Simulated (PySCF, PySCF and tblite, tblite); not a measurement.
**C₇H₇FO: telling isomers apart by computed NMR**

Aim: see whether computed shieldings tell isomers of C₇H₇FO apart.

Programs: PySCF 2.14.0 with density-fitted response routines of our own, and tblite 0.8.0. All values are computed, except where a source is named. Atoms count from 0 throughout.

## (1) The starting structure

16 atoms, charge 0, multiplicity 1; geometry from: MMFF94s geometry. This is the first candidate.

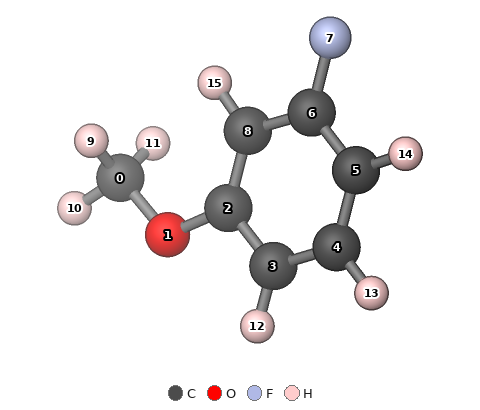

The starting geometry (carbon dark grey, oxygen red, fluorine light blue, hydrogen pink), atoms numbered.

## (2) GFN2-xTB relaxation, isomer A, conformer 1

What the job is given:

```
{"job": {"xc": "GFN2-xTB", "basis": "xTB", "kind": "relax"}, "charge": 0, "multiplicity": 1}
C     -2.639300     0.400400     0.353700
O     -1.795400    -0.523900    -0.303600
C     -0.435800    -0.309000    -0.186800
C      0.355200    -1.241300    -0.853000
C      1.748100    -1.146600    -0.814100
C      2.344900    -0.091300    -0.142500
C      1.551400     0.847000     0.504800
F      2.135400     1.863600     1.169100
C      0.166100     0.745300     0.492300
H     -2.484900     0.405200     1.441100
H     -3.683200     0.084600     0.176200
H     -2.534300     1.403900    -0.065400
H     -0.118100    -2.071800    -1.367400
H      2.362800    -1.885300    -1.336600
H      3.426700     0.018400    -0.106900
H     -0.407400     1.509600     1.027900
```

Command:

```console
$ OMP_NUM_THREADS=1 python ens_run.py task.json out
```

This one command runs the whole study; its stages follow in the order run.

Log:

```text
step      E/eV     max force
  0    -743.99820    0.896
  1    -744.03396    0.533
  2    -744.04551    0.287
  3    -744.05425    0.203
  4    -744.05679    0.169
  5    -744.05885    0.129
  6    -744.05997    0.111
  7    -744.06069    0.061
  8    -744.06102    0.048
  9    -744.06120    0.037
 10    -744.06120    0.037
 11    -744.06127    0.028
 12    -744.06136    0.024
 13    -744.06137    0.016
 14    -744.06139    0.010
 15    -744.06141    0.007
 16    -744.06141    0.007
 17    -744.06142    0.005
 18    -744.06142    0.007
 19    -744.06142    0.006
 20    -744.06143    0.004
```

Wall time 0.13 s (1 thread of Intel Xeon Platinum 8488C, shared host).

The energy fell by 0.063 eV, and the atoms moved 0.02 Å (root mean square).

**GFN2-xTB relaxation, isomer A, conformer 2**

What the job is given:

```
{"job": {"xc": "GFN2-xTB", "basis": "xTB", "kind": "relax"}, "charge": 0, "multiplicity": 1}
C     -2.686400     0.217300     0.157700
O     -1.543600     1.023300     0.366700
C     -0.316800     0.425900     0.150300
C     -0.120000    -0.877500    -0.290300
C      1.178800    -1.369200    -0.472400
C      2.270000    -0.538300    -0.252500
C      2.063100     0.770400     0.172200
F      3.120300     1.571700     0.401900
C      0.781200     1.252100     0.376500
H     -3.576600     0.832600     0.389000
H     -2.713400    -0.645500     0.829600
H     -2.771400    -0.094900    -0.886900
H     -0.952200    -1.559500    -0.461100
H      1.338700    -2.391400    -0.815900
H      3.284800    -0.888200    -0.396900
H      0.635800     2.280100     0.720600
```

Log:

```text
step      E/eV     max force
  0    -743.98928    0.793
  1    -744.02068    0.414
  2    -744.03099    0.268
  3    -744.04093    0.193
  4    -744.04270    0.161
  5    -744.04462    0.123
  6    -744.04558    0.082
  7    -744.04612    0.055
  8    -744.04640    0.049
  9    -744.04656    0.035
 10    -744.04656    0.035
 11    -744.04662    0.026
 12    -744.04669    0.016
 13    -744.04671    0.014
 14    -744.04673    0.011
 15    -744.04674    0.009
 16    -744.04675    0.009
 17    -744.04676    0.008
 18    -744.04677    0.008
 19    -744.04677    0.006
 20    -744.04678    0.007
 21    -744.04678    0.005
 22    -744.04678    0.004
 23    -744.04679    0.005
 24    -744.04679    0.006
 25    -744.04680    0.006
 26    -744.04680    0.003
```

Run time: 0.13 s. Hardware: 1 thread of Intel Xeon Platinum 8488C, shared host.

The energy fell by 0.058 eV, and the atoms moved 0.02 Å (root mean square).

## (3) Shieldings, isomer A, conformer 1: KT2/pcSseg-1 in dichloromethane

What the job is given:

```
{"job": {"xc": "KT2", "basis": "pcSseg-1", "solvent": "dichloromethane", "kind": "nmr", "pop": true}, "charge": 0, "multiplicity": 1}
C     -2.640292     0.405737     0.356874
O     -1.778773    -0.507464    -0.281261
C     -0.439769    -0.309270    -0.192222
C      0.363924    -1.248497    -0.844370
C      1.737573    -1.136805    -0.816365
C      2.350051    -0.091181    -0.141631
C      1.541181     0.825347     0.497275
F      2.110052     1.854151     1.163461
C      0.159695     0.743535     0.490095
H     -2.475560     0.423723     1.438763
H     -3.648569     0.049785     0.152366
H     -2.524580     1.416392    -0.047091
H     -0.120908    -2.057527    -1.366340
H      2.343644    -1.870627    -1.324880
H      3.421772     0.015183    -0.108563
H     -0.407040     1.496465     1.012477
```

Log:

```text
coarse grid: 14120 points
cycle   1  E = -452.9845479670  dE =  1.393e+00  |g| = 8.277e-01  |ddm| = 3.922e+00
cycle   2  E = -452.7472138151  dE =  2.373e-01  |g| = 1.405e+00  |ddm| = 2.253e+00
cycle   3  E = -453.0973410993  dE = -3.501e-01  |g| = 2.560e-01  |ddm| = 1.652e+00
cycle   4  E = -453.1122787684  dE = -1.494e-02  |g| = 6.067e-02  |ddm| = 2.770e-01
cycle   5  E = -453.1129593855  dE = -6.806e-04  |g| = 2.730e-02  |ddm| = 7.150e-02
cycle   6  E = -453.1131437843  dE = -1.844e-04  |g| = 7.495e-03  |ddm| = 3.438e-02
cycle   7  E = -453.1131558616  dE = -1.208e-05  |g| = 3.603e-03  |ddm| = 1.011e-02
cycle   8  E = -453.1131594052  dE = -3.544e-06  |g| = 4.244e-04  |ddm| = 3.427e-03
final grid: 138872 points
cycle   9  E = -453.1964364052  dE = -2.662e-04  |g| = 2.792e-02  |ddm| = 1.205e-01
cycle  10  E = -453.1961262255  dE =  3.102e-04  |g| = 5.153e-02  |ddm| = 7.213e-02
cycle  11  E = -453.1965683167  dE = -4.421e-04  |g| = 2.968e-03  |ddm| = 5.038e-02
cycle  12  E = -453.1965700892  dE = -1.772e-06  |g| = 7.724e-04  |ddm| = 3.336e-03
cycle  13  E = -453.1965702069  dE = -1.177e-07  |g| = 3.442e-04  |ddm| = 8.586e-04
cycle  14  E = -453.1965702388  dE = -3.182e-08  |g| = 9.268e-05  |ddm| = 4.159e-04
cycle  15  E = -453.1965702409  dE = -2.099e-09  |g| = 3.115e-05  |ddm| = 1.119e-04
cycle  16  E = -453.1965702411  dE = -2.481e-10  |g| = 7.398e-06  |ddm| = 3.267e-05
converged SCF energy = -453.1965702411

GIAO shielding tensors (ppm)
atom      isotropic    diamagn.    paramagn.     s11        s22        s33       span
  0 C      129.216     246.584    -117.369     99.303    108.735    179.609     80.306
  1 O      215.244     398.040    -182.796    108.572    259.453    277.707    169.135
  2 C       26.682     256.894    -230.212    -37.486     11.520    106.013    143.500
  3 C       76.703     253.957    -177.254     -1.325     67.846    163.587    164.912
  4 C       61.284     255.097    -193.813    -36.670     46.125    174.398    211.068
  5 C       83.154     258.015    -174.861     10.199     72.572    166.691    156.491
  6 C       20.882     252.663    -231.781    -51.797     37.386     77.057    128.854
  7 F      274.739     478.569    -203.830    201.684    294.248    328.285    126.601
  8 C       92.708     261.430    -168.721     31.682     76.272    170.171    138.490
  9 H       27.682      29.434      -1.751     24.257     25.387     33.404      9.147
 10 H       27.190      27.363      -0.173     22.929     25.737     32.903      9.974
 11 H       27.681      29.431      -1.750     24.251     25.391     33.402      9.151
 12 H       24.811      31.981      -7.170     21.105     25.493     27.835      6.730
 13 H       24.231      29.925      -5.694     20.843     25.661     26.187      5.344
 14 H       24.854      29.422      -4.568     21.459     26.034     27.070      5.611
 15 H       25.051      33.082      -8.031     20.742     25.113     29.297      8.555
```

Run time: 25 s. Hardware: 1 thread of Intel Xeon Platinum 8488C, shared host.

In short: HOMO -5.63 eV, LUMO -1.13 eV; dipole 1.80 D.

## (4) Single-point energy, isomer A, conformer 1: B3LYP/def2-SVP in dichloromethane

The job, as its differences from that of step 3:

```diff
@@ -1,2 +1,2 @@
-{"job": {"xc": "KT2", "basis": "pcSseg-1", "solvent": "dichloromethane", "kind": "nmr", "pop": true}, "charge": 0, "multiplicity": 1}
+{"job": {"xc": "B3LYP", "basis": "def2-SVP", "solvent": "dichloromethane", "kind": "sp"}, "charge": 0, "multiplicity": 1}
 C     -2.640292     0.405737     0.356874
```

Log:

```text
coarse grid: 14120 points
cycle   1  E = -445.5069901299  dE =  1.478e+00  |g| = 6.963e-01  |ddm| = 5.306e+00
cycle   2  E = -445.4239222607  dE =  8.307e-02  |g| = 9.745e-01  |ddm| = 1.658e+00
cycle   3  E = -445.5970394450  dE = -1.731e-01  |g| = 1.314e-01  |ddm| = 9.948e-01
cycle   4  E = -445.6007644389  dE = -3.725e-03  |g| = 3.910e-02  |ddm| = 1.623e-01
cycle   5  E = -445.6010937872  dE = -3.293e-04  |g| = 1.248e-02  |ddm| = 4.768e-02
cycle   6  E = -445.6011297173  dE = -3.593e-05  |g| = 3.049e-03  |ddm| = 1.703e-02
cycle   7  E = -445.6011316953  dE = -1.978e-06  |g| = 1.147e-03  |ddm| = 4.335e-03
final grid: 138872 points
cycle   8  E = -445.6859369240  dE = -4.626e-05  |g| = 7.146e-03  |ddm| = 5.092e-02
cycle   9  E = -445.6859263564  dE =  1.057e-05  |g| = 1.050e-02  |ddm| = 1.663e-02
cycle  10  E = -445.6859479925  dE = -2.164e-05  |g| = 1.117e-03  |ddm| = 1.027e-02
cycle  11  E = -445.6859482557  dE = -2.632e-07  |g| = 1.868e-04  |ddm| = 1.263e-03
cycle  12  E = -445.6859482607  dE = -5.056e-09  |g| = 1.113e-04  |ddm| = 3.061e-04
cycle  13  E = -445.6859482632  dE = -2.434e-09  |g| = 1.839e-05  |ddm| = 1.249e-04
cycle  14  E = -445.6859482632  dE = -6.537e-11  |g| = 7.063e-06  |ddm| = 2.472e-05
converged SCF energy = -445.6859482632
```

It took 11 s on 1 thread of Intel Xeon Platinum 8488C, shared host.

This run: HOMO -6.30 eV, LUMO -0.25 eV; dipole 1.67 D.

## (5) Shieldings, isomer A, conformer 2: KT2/pcSseg-1 in dichloromethane

What the job is given:

```
{"job": {"xc": "KT2", "basis": "pcSseg-1", "solvent": "dichloromethane", "kind": "nmr", "pop": false}, "charge": 0, "multiplicity": 1}
C     -2.691004     0.214823     0.157999
O     -1.536020     0.991612     0.369085
C     -0.321302     0.427416     0.147208
C     -0.112181    -0.880641    -0.280342
C      1.177099    -1.349238    -0.474026
C      2.274375    -0.539928    -0.250319
C      2.046493     0.757816     0.174855
F      3.103053     1.566856     0.400212
C      0.778433     1.255767     0.376993
H     -3.530310     0.866351     0.395245
H     -2.713792    -0.658610     0.817174
H     -2.770612    -0.112240    -0.883445
H     -0.942976    -1.541991    -0.465870
H      1.323477    -2.365934    -0.805812
H      3.281678    -0.892810    -0.397889
H      0.625991     2.269695     0.707523
```

Log:

```text
coarse grid: 14120 points
cycle   1  E = -452.9850925847  dE =  1.394e+00  |g| = 8.272e-01  |ddm| = 3.907e+00
cycle   2  E = -452.7609056725  dE =  2.242e-01  |g| = 1.387e+00  |ddm| = 2.123e+00
cycle   3  E = -453.0991672861  dE = -3.383e-01  |g| = 2.441e-01  |ddm| = 1.505e+00
cycle   4  E = -453.1123206013  dE = -1.315e-02  |g| = 5.944e-02  |ddm| = 2.570e-01
cycle   5  E = -453.1129797530  dE = -6.592e-04  |g| = 2.611e-02  |ddm| = 6.854e-02
cycle   6  E = -453.1131499358  dE = -1.702e-04  |g| = 7.061e-03  |ddm| = 3.253e-02
cycle   7  E = -453.1131603759  dE = -1.044e-05  |g| = 3.569e-03  |ddm| = 9.660e-03
cycle   8  E = -453.1131638183  dE = -3.442e-06  |g| = 3.719e-04  |ddm| = 3.335e-03
final grid: 138872 points
cycle   9  E = -453.1960659501  dE = -2.573e-04  |g| = 2.838e-02  |ddm| = 1.188e-01
cycle  10  E = -453.1957477607  dE =  3.182e-04  |g| = 5.234e-02  |ddm| = 7.548e-02
cycle  11  E = -453.1962013364  dE = -4.536e-04  |g| = 3.023e-03  |ddm| = 5.274e-02
cycle  12  E = -453.1962031607  dE = -1.824e-06  |g| = 8.876e-04  |ddm| = 3.387e-03
cycle  13  E = -453.1962033238  dE = -1.631e-07  |g| = 3.817e-04  |ddm| = 9.974e-04
cycle  14  E = -453.1962033648  dE = -4.093e-08  |g| = 8.611e-05  |ddm| = 4.516e-04
cycle  15  E = -453.1962033665  dE = -1.730e-09  |g| = 3.548e-05  |ddm| = 1.129e-04
cycle  16  E = -453.1962033668  dE = -3.096e-10  |g| = 7.867e-06  |ddm| = 3.702e-05
converged SCF energy = -453.1962033668

GIAO shielding tensors (ppm)
atom      isotropic    diamagn.    paramagn.     s11        s22        s33       span
  0 C      128.822     246.587    -117.764     98.501    108.506    179.460     80.959
  1 O      214.541     398.059    -183.518    110.628    258.587    274.409    163.781
  2 C       26.772     256.977    -230.205    -37.616     11.893    106.041    143.657
  3 C       85.505     259.482    -173.978      6.584     68.068    181.862    175.278
  4 C       60.538     255.316    -194.778    -38.248     45.719    174.144    212.392
  5 C       82.033     257.658    -175.625      8.173     71.579    166.346    158.174
  6 C       21.672     255.154    -233.482    -49.829     36.593     78.253    128.081
  7 F      276.570     478.445    -201.875    205.028    294.359    330.321    125.293
  8 C       85.328     255.606    -170.278     26.933     75.207    153.845    126.912
  9 H       27.190      27.432      -0.242     22.956     25.714     32.900      9.944
 10 H       27.647      29.588      -1.941     24.321     25.171     33.448      9.127
 11 H       27.646      29.586      -1.940     24.319     25.173     33.447      9.128
 12 H       25.009      33.903      -8.894     20.833     25.369     28.825      7.992
 13 H       24.172      30.814      -6.642     20.743     25.329     26.444      5.702
 14 H       24.827      29.282      -4.456     21.479     26.082     26.919      5.439
 15 H       24.867      31.095      -6.228     20.927     25.488     28.186      7.259
```

Run time: 22 s. Hardware: 1 thread of Intel Xeon Platinum 8488C, shared host.

This run: HOMO -5.67 eV, LUMO -1.21 eV; dipole 3.62 D.

## (6) Single-point energy, isomer A, conformer 2: B3LYP/def2-SVP in dichloromethane

The job, as its differences from that of step 5:

```diff
@@ -1,2 +1,2 @@
-{"job": {"xc": "KT2", "basis": "pcSseg-1", "solvent": "dichloromethane", "kind": "nmr", "pop": false}, "charge": 0, "multiplicity": 1}
+{"job": {"xc": "B3LYP", "basis": "def2-SVP", "solvent": "dichloromethane", "kind": "sp"}, "charge": 0, "multiplicity": 1}
 C     -2.691004     0.214823     0.157999
```

Log:

```text
coarse grid: 14120 points
cycle   1  E = -445.5077019650  dE =  1.478e+00  |g| = 6.958e-01  |ddm| = 5.314e+00
cycle   2  E = -445.4309459289  dE =  7.676e-02  |g| = 9.618e-01  |ddm| = 1.585e+00
cycle   3  E = -445.5976508241  dE = -1.667e-01  |g| = 1.247e-01  |ddm| = 9.217e-01
cycle   4  E = -445.6008836320  dE = -3.233e-03  |g| = 3.827e-02  |ddm| = 1.499e-01
cycle   5  E = -445.6011955306  dE = -3.119e-04  |g| = 1.221e-02  |ddm| = 4.562e-02
cycle   6  E = -445.6012299218  dE = -3.439e-05  |g| = 2.882e-03  |ddm| = 1.637e-02
cycle   7  E = -445.6012316698  dE = -1.748e-06  |g| = 1.129e-03  |ddm| = 4.174e-03
final grid: 138872 points
cycle   8  E = -445.6856404629  dE = -4.545e-05  |g| = 6.955e-03  |ddm| = 5.637e-02
cycle   9  E = -445.6856307308  dE =  9.732e-06  |g| = 1.015e-02  |ddm| = 1.621e-02
cycle  10  E = -445.6856510471  dE = -2.032e-05  |g| = 1.084e-03  |ddm| = 9.914e-03
cycle  11  E = -445.6856512915  dE = -2.444e-07  |g| = 1.778e-04  |ddm| = 1.204e-03
cycle  12  E = -445.6856512960  dE = -4.513e-09  |g| = 1.036e-04  |ddm| = 2.759e-04
cycle  13  E = -445.6856512980  dE = -1.979e-09  |g| = 1.753e-05  |ddm| = 1.123e-04
cycle  14  E = -445.6856512981  dE = -5.605e-11  |g| = 6.351e-06  |ddm| = 2.242e-05
converged SCF energy = -445.6856512981
```

It took 11 s on 1 thread of Intel Xeon Platinum 8488C, shared host.

Key values: HOMO -6.35 eV, LUMO -0.33 eV; dipole 3.54 D.

## (7) The ensemble, isomer A: properties at KT2/pcSseg-1 in dichloromethane

What the job is given:

```
{"job": {"study": "conf", "smiles": "COc1cccc(F)c1", "search": {"seed": 7538, "n_embed": 60, "ff_keep": 14, "window": 2.5, "nmax": 4, "temps": [250, 298.15, 350], "t_ref": 298.15, "order": 0.001}, "level": {"nmr": {"xc": "KT2", "basis": "pcSseg-1", "solvent": "dichloromethane"}, "sp": {"xc": "B3LYP", "basis": "def2-SVP", "solvent": "dichloromethane"}}, "kind": "conf"}, "charge": 0, "multiplicity": 1}
C     -2.640292     0.405737     0.356874
O     -1.778773    -0.507464    -0.281261
C     -0.439769    -0.309270    -0.192222
C      0.363924    -1.248497    -0.844370
C      1.737573    -1.136805    -0.816365
C      2.350051    -0.091181    -0.141631
C      1.541181     0.825347     0.497275
F      2.110052     1.854151     1.163461
C      0.159695     0.743535     0.490095
H     -2.475560     0.423723     1.438763
H     -3.648569     0.049785     0.152366
H     -2.524580     1.416392    -0.047091
H     -0.120908    -2.057527    -1.366340
H      2.343644    -1.870627    -1.324880
H      3.421772     0.015183    -0.108563
H     -0.407040     1.496465     1.012477
```

Log:

```text
conformer  sym    E(xTB)   E(DFT)   G(298.15 K)  weight  dipole/D
    1     Cs      0.000    0.000    0.000   0.5921    1.673
    2     Cs      0.337    0.194    0.221   0.4079    3.538

mean shielding (ppm) by class
class atoms           250 K   298.15 K      350 K
  0 C  0            129.061    129.055    129.051
  1 O  1            214.967    214.957     214.95
  2 C  2             26.718     26.719      26.72
  3 C  3              80.17     80.293     80.386
  4 C  4              60.99      60.98     60.972
  5 C  5             82.712     82.697     82.685
  6 C  6             21.193     21.204     21.213
  7 F  7             275.46    275.486    275.505
  8 C  8             89.801     89.698      89.62
  9 H  9,10,11       27.509     27.508     27.508
 10 H  12            24.889     24.892     24.894
 11 H  13            24.207     24.207     24.206
 12 H  14            24.843     24.843     24.843
 13 H  15            24.978     24.976     24.974
```

Run time: 70 s. Hardware: 1 thread of Intel Xeon Platinum 8488C, shared host. This counts the runs that the step sums up.

The search (ETKDG, MMFF94s, GFN2-xTB) embedded 60 structures, kept 2 distinct ones after the force field and 2 after xTB; 2 were carried on (window 2.5 kcal/mol at the search's own energies). Energies: B3LYP/def2-SVP in dichloromethane with D3(BJ).

Conformer by conformer (298 K):

```csv
no.,group,mirror pair,ΔE xTB,ΔE DFT,ΔG,weight (%),μ (D),C0–O1–C2–C3 (°),"A, B, C (GHz)"
1,Cs,no,0.00,0.00,0.00,59.2,1.67,180,"2.85, 1.28, 0.89"
2,Cs,no,0.34,0.19,0.22,40.8,3.54,0,"3.65, 1.11, 0.86"
```

Energies in kcal/mol. ΔG holds xTB vibrations and rotation, symmetry numbers and mirror pairs.

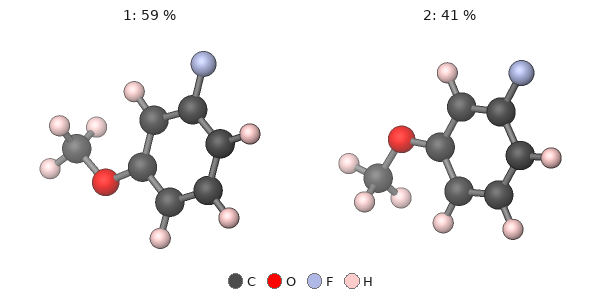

The conformers with their weights.

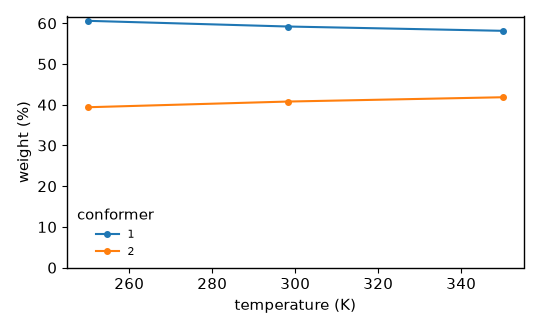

Weights against temperature.

How the weights hang on the way they are made:

```
                      scheme    1   2  mean μ (D)
             DFT free energy   59  41        2.43
DFT energy, symmetry counted   58  42        2.45
            DFT energy alone   58  42        2.45
xTB energy, symmetry counted   64  36        2.35
             xTB free energy   65  35        2.33
       lowest conformer only  100   0        1.67
               equal weights   50  50        2.61
```

Shifts against references run at the same level (¹³C TMS 186.3, ¹H TMS 31.60 ppm of shielding), by class of atoms, at 298 K:

```csv
atoms,environment,no. 1,no. 2,average
C6,aromatic carbon bearing fluorine,165.5,164.7,165.1
C2,aromatic carbon bearing oxygen,159.7,159.6,159.6
C4,aromatic CH,125.1,125.8,125.4
C3,aromatic CH,109.6,100.8,106.0
C5,aromatic CH,103.2,104.3,103.6
C8,aromatic CH,93.6,101.0,96.6
C0,methyl carbon bonded to O,57.1,57.5,57.3
H13,hydrogen on an aromatic CH,7.37,7.43,7.39
H14,hydrogen on an aromatic CH,6.75,6.77,6.76
H12,hydrogen on an aromatic CH,6.79,6.59,6.71
H15,hydrogen on an aromatic CH,6.55,6.73,6.62
"H9, H10, H11",hydrogen on a methyl carbon bonded to O,4.08,4.11,4.09
O1,ether oxygen,215.2 (σ),214.5 (σ),215.0 (σ)
F7,aryl fluorine,274.7 (σ),276.6 (σ),275.5 (σ)
```

Effective distances for nuclear Overhauser effects, ⟨r⁻⁶⟩^(−1/6) over all pairs of two classes (Å): H12···H13 2.46; H13···H14 2.49; H9···H15 2.74; H9···H12 2.89.

## (8) GFN2-xTB relaxation, isomer B, conformer 1

What the job is given:

```
{"job": {"xc": "GFN2-xTB", "basis": "xTB", "kind": "relax"}, "charge": 0, "multiplicity": 1}
C      2.670100    -0.275400    -0.356800
O      1.668500     0.752800    -0.399100
C      0.391500     0.374000    -0.124100
C     -0.049000    -0.910500     0.161500
C     -1.403900    -1.172900     0.427800
C     -2.340600    -0.135600     0.373200
C     -1.914400     1.162100     0.076500
C     -0.560400     1.409800    -0.163700
F     -0.183200     2.658300    -0.449300
H      2.730000    -0.720400     0.645600
H      2.464900    -1.036400    -1.119600
H      3.623300     0.185600    -0.583000
H      0.636800    -1.752600     0.225400
H     -1.725400    -2.183500     0.648500
H     -3.389100    -0.327300     0.572900
H     -2.626600     1.980900     0.052700
```

Log:

```text
step      E/eV     max force
  0    -743.83773    1.375
  1    -743.88083    0.469
  2    -743.89282    0.245
  3    -743.90082    0.198
  4    -743.90358    0.166
  5    -743.90531    0.132
  6    -743.90654    0.095
  7    -743.90758    0.091
  8    -743.90808    0.042
  9    -743.90828    0.040
 10    -743.90837    0.032
 11    -743.90837    0.032
 12    -743.90840    0.020
 13    -743.90845    0.012
 14    -743.90847    0.014
 15    -743.90850    0.012
 16    -743.90851    0.013
 17    -743.90853    0.013
 18    -743.90855    0.014
 19    -743.90857    0.013
 20    -743.90859    0.012
 21    -743.90861    0.011
 22    -743.90862    0.008
 23    -743.90863    0.008
 24    -743.90864    0.006
 25    -743.90864    0.008
 26    -743.90865    0.007
 27    -743.90865    0.005
 28    -743.90866    0.003
```

Run time: 0.15 s. Hardware: 1 thread of Intel Xeon Platinum 8488C, shared host.

Relaxing gained 0.071 eV and moved the atoms by 0.02 Å on average (rms).

[end of part 1 of 3]
